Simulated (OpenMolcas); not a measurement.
# One shape, several levels: triplet CH5BOSi

We compute a comparison of 6 runs (UHF/def2-SVP, U-revPBE/def2-SVP, UBHLYP/def2-SVP, UM06-2X/def2-SVP, UM06-L/def2-SVP, UPBE/def2-SVP) of triplet CH5BOSi. 

The calculation is run with OpenMolcas 26.06.

## 1. The system as given

The species is CH5BOSi (9 atoms), meant as a triplet with charge 0. As SMILES of the parent species, `B[SiH2]C=O`. The shape is that of a PBE0-D4/def2-TZVP optimisation. That shape belongs to the parent species and isn't relaxed for this state.

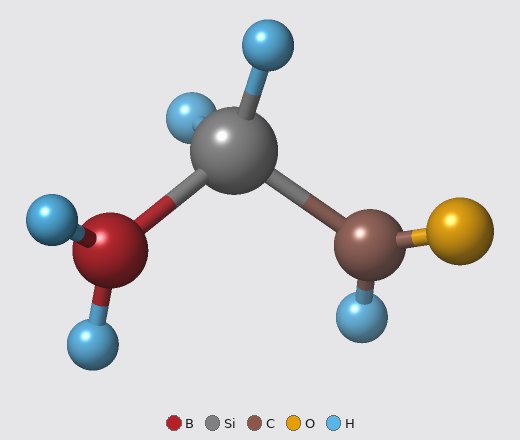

Viewed from a chosen angle; boron red, silicon grey, carbon brown, oxygen amber, hydrogen blue.

## 2. The energy at UHF/def2-SVP (run 1)

Input file calc.inp:

```
&gateway
 baslib=$CurrDir
 coord
 9
 angstrom
 B       -0.950100       0.850000      -1.073100
 Si       0.610800      -0.206000      -0.386500
 C        0.330600      -0.553700       1.494500
 O        1.022800      -0.098400       2.365800
 H       -2.057600       0.518200      -0.767000
 H       -0.828800       1.799400      -1.786900
 H        1.958100       0.387600      -0.570700
 H        0.542000      -1.540900      -1.055900
 H       -0.539200      -1.202400       1.762900
 basis=def2-SVP
 group=NoSym

&seward

&scf
 uhf
 spin=3
 thresholds=1e-10 1e-07 1e-07 1e-05
 prorbitals=0
```

The basis set def2-SVP is read from a file made from the Basis Set Exchange's data (not shown).

On the command line:

```
$ export MOLCAS_MEM=1860
$ pymolcas calc.inp > calc.log
```

What it wrote:

```text
--- Start Module: gateway ---
[...]
--- Stop Module: gateway /rc=_RC_ALL_IS_WELL_ ---
--- Start Module: seward ---
[...]
      Basis functions           85
--- Stop Module: seward /rc=_RC_ALL_IS_WELL_ ---
[...]
--- Start Module: scf ---
[...]
       Convergence after  29 Iterations
[...]
::    Total SCF energy                               -428.9183103015
[...]
      Total spin, S                                     1.0081219999
[...]
      Total electronic charge=   38.000000
      Total            charge=   -0.000000
[...]
      Dipole Moment (debye):
      Origin of the operator (angstrom)=    0.3613   -0.0647    0.4264
                   X= -1.0393E+00               Y= -1.5258E-01               Z= -1.0950E+00           Total=  1.5174E+00
      Quadrupole Moment (debye*angstrom):
[...]
--- Stop Module: scf /rc=_RC_ALL_IS_WELL_ ---
[...]
```

Wall time 6 s (1 thread of AMD EPYC 9B45 (Zen 5), shared host); peak memory 0.47 GiB.

## 3. The energy at U-revPBE/def2-SVP (run 2)

Input file geom.xyz:

```xyz
9

B     -0.950100     0.850000    -1.073100
Si     0.610800    -0.206000    -0.386500
C      0.330600    -0.553700     1.494500
O      1.022800    -0.098400     2.365800
H     -2.057600     0.518200    -0.767000
H     -0.828800     1.799400    -1.786900
H      1.958100     0.387600    -0.570700
H      0.542000    -1.540900    -1.055900
H     -0.539200    -1.202400     1.762900
```

Input file run.input:

```
>>> EXPORT MOLCAS_PRINT=2
&GATEWAY
BasLib=$CurrDir
Coord=geom.xyz
Basis=def2-SVP
Group=NoSym
&SEWARD
GridInput
Grid=UltraFine
End of Grid
&SCF
UHF
Spin=3
KSDFT=revPBE
Thresholds=1e-10 1e-07 1e-07 1e-05
PrOrbitals=1 1
```

The basis set def2-SVP is read from a file made from the Basis Set Exchange's data (not shown).

On the command line:

```
$ export MOLCAS_MEM=1860
$ pymolcas run.input > run.log
```

What it wrote:

```text
--- Start Module: gateway ---
[...]
--- Stop Module: gateway /rc=_RC_ALL_IS_WELL_ ---
--- Start Module: seward ---
[...]
      Basis functions           85
--- Stop Module: seward /rc=_RC_ALL_IS_WELL_ ---
[...]
--- Start Module: scf ---
[...]
       Convergence after  29 Iterations
[...]
::    Total KS-DFT energy                            -430.2257371331
[...]
      Total spin, S                                     1.0019309593
[...]
      Total electronic charge=   38.000000
      Total            charge=   -0.000000
[...]
      Dipole Moment (debye):
      Origin of the operator (angstrom)=    0.3613   -0.0647    0.4264
                   X=  1.2635E-01               Y= -1.4228E+00               Z=  8.5229E-01           Total=  1.6633E+00
      Quadrupole Moment (debye*angstrom):
[...]
--- Stop Module: scf /rc=_RC_ALL_IS_WELL_ ---
[...]
```

Run time: 41 s. Hardware: 1 thread of AMD EPYC 9B45 (Zen 5), shared host; peak memory 0.47 GiB.

Runs 3 to 5 aren't shown in full; the table further down has their settings and results.

## 4. The energy at UPBE/def2-SVP (run 6)

geom.xyz is that of step 3.

Input file mol.inp:

```
&GATEWAY
 BasLib = $CurrDir
 Coord = geom.xyz
 Basis = def2-SVP
 Group = NoSym

&SEWARD
 GridInput
 Grid=UltraFine
 End of Grid

&SCF
 UHF
 Spin = 3
 KSDFT = PBE
 Thresholds = 1e-10 1e-07 1e-07 1e-05
 PrOrbitals = 1 2
```

The basis set def2-SVP is read from a file made from the Basis Set Exchange's data (not shown).

On the command line:

```
$ export MOLCAS_MEM=1860
$ pymolcas mol.inp > mol.log
```

What it wrote:

```text
--- Start Module: gateway ---
[...]
--- Stop Module: gateway /rc=_RC_ALL_IS_WELL_ ---
--- Start Module: seward ---
[...]
      Basis functions           85
--- Stop Module: seward /rc=_RC_ALL_IS_WELL_ ---
[...]
--- Start Module: scf ---
[...]
       Convergence after  29 Iterations
[...]
::    Total KS-DFT energy                            -429.9937153206
[...]
      Total spin, S                                     1.0017576322
[...]
      Total electronic charge=   38.000000
      Total            charge=   -0.000000
[...]
      Dipole Moment (debye):
      Origin of the operator (angstrom)=    0.3613   -0.0647    0.4264
                   X=  1.2437E-01               Y= -1.4365E+00               Z=  8.3742E-01           Total=  1.6674E+00
      Quadrupole Moment (debye*angstrom):
[...]
--- Stop Module: scf /rc=_RC_ALL_IS_WELL_ ---
[...]
```

It took 40 s on 1 thread of AMD EPYC 9B45 (Zen 5), shared host; peak memory 0.47 GiB.

## 5. All runs side by side

```tsv
run	level	integration grid	energy (Eh)	dipole moment (D)	HOMO energy (eV)	⟨S²⟩	wall time
1	UHF/def2-SVP	–	-428.918310	1.52	-7.80	2.024	6 s
2	U-revPBE/def2-SVP	UltraFine	-430.225737	1.66	-3.83	2.006	41 s
3	UBHLYP/def2-SVP	UltraFine	-430.236487	1.37	-5.56	2.018	32 s
4	UM06-2X/def2-SVP	UltraFine	-430.221574	1.25	-5.44	2.014	50 s
5	UM06-L/def2-SVP	UltraFine	-430.304786	1.26	-3.86	2.011	60 s
6	UPBE/def2-SVP	UltraFine	-429.993715	1.67	-3.87	2.005	40 s
```

## 6. Summary of results

| quantity | value |
| --- | --- |
| run 6: total energy | -429.99372 Eh |
| run 6: dipole moment | 1.67 D |
| run 6: HOMO energy (highest over α and β) | -3.87 eV |
| run 6: ⟨S²⟩ | 2.005 |

The dipole moment (its size) runs from 1.25 D (UM06-2X/def2-SVP) to 1.67 D (UPBE/def2-SVP). Totals of different functionals can't be ranked against each other. All runs together took 3.8 min, the longest 60 s.
